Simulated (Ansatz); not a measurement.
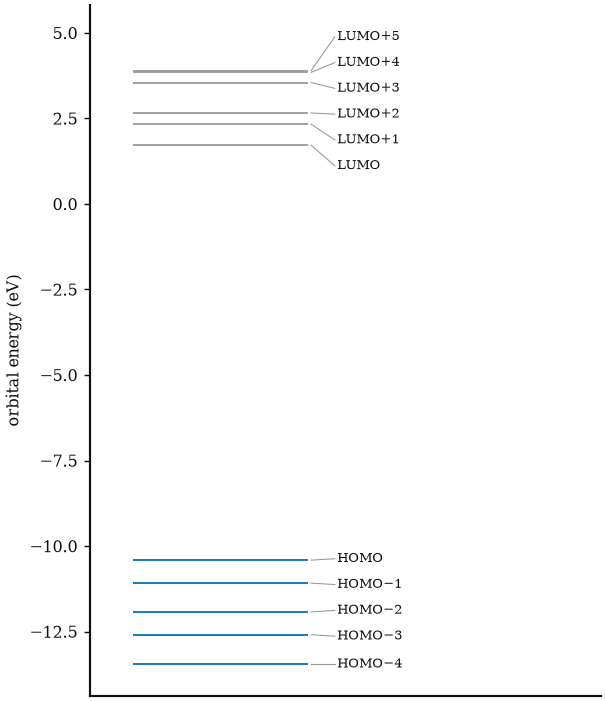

Kohn-Sham orbital energies near the frontier, ωB97M-V/def2-TZVPP in the Ansatz code, at a PBE0-D4/def2-TZVP geometry (a minimum by its frequencies), isolated molecule; empty levels in grey, levels within 0.03 eV side by side.

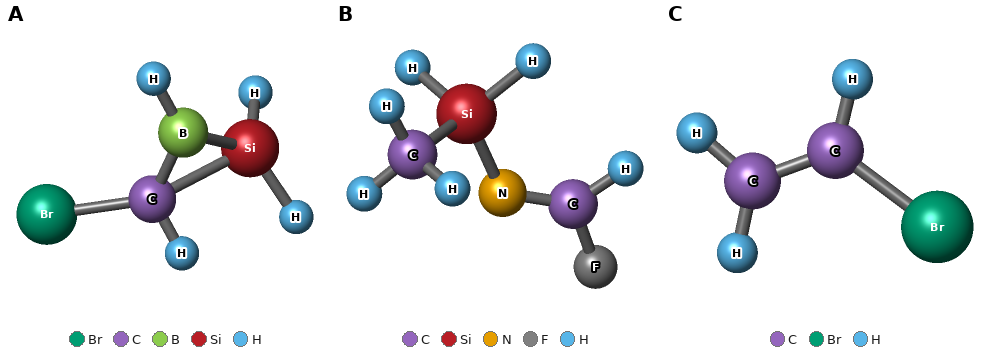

**Which molecule has this level scheme? Choose among the lettered structures.**

Structure B, C₂H₆FNSi, SMILES C[SiH2]/N=C/F. HOMO −10.41 eV, LUMO 1.72 eV, separation 12.13 eV.

Caveats: one conformer of a flexible molecule; empty levels above zero depend strongly on the basis.
